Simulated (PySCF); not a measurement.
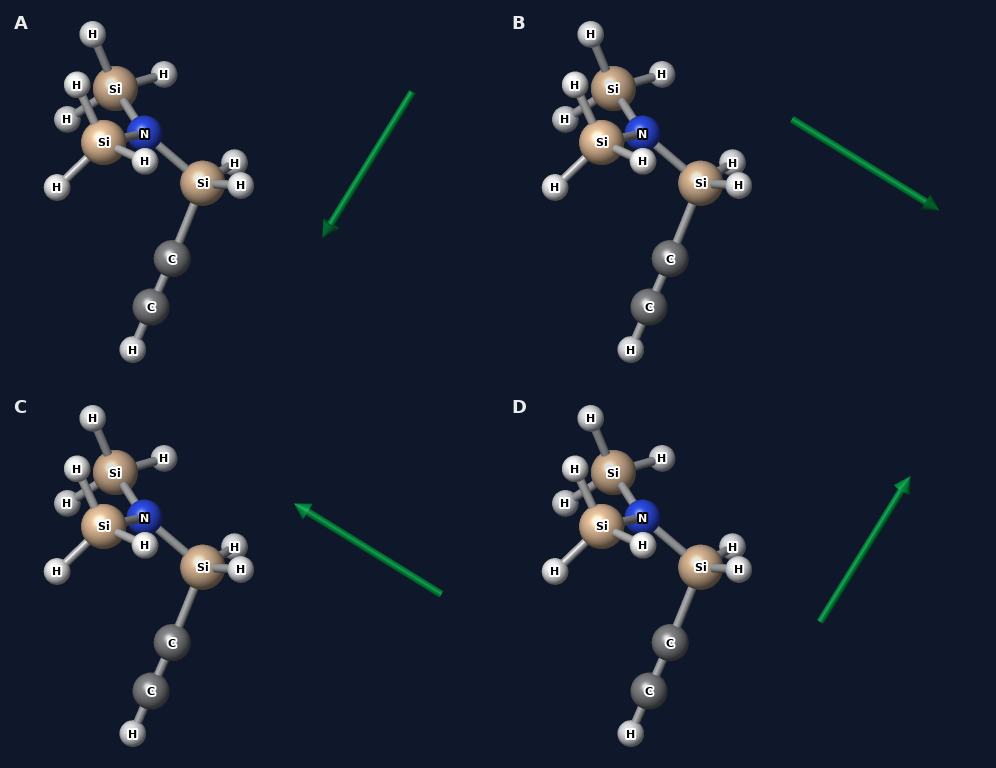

The same molecule four times, each with an arrow. Computed geometry: GFN2-xTB optimisation. No frequency run is at hand to confirm it as a minimum. Method: PBE0/def2-SVPD, gas phase (PySCF 2.14.0).

Which arrow points along the dipole moment, from the negative to the positive end?

A. The dipole moment is 0.40 D.

The geometry is semi-empirical. Around Si such bond lengths and angles can be off by a tenth of an ångström or more and by several degrees, and values that hang on the shape move with them.
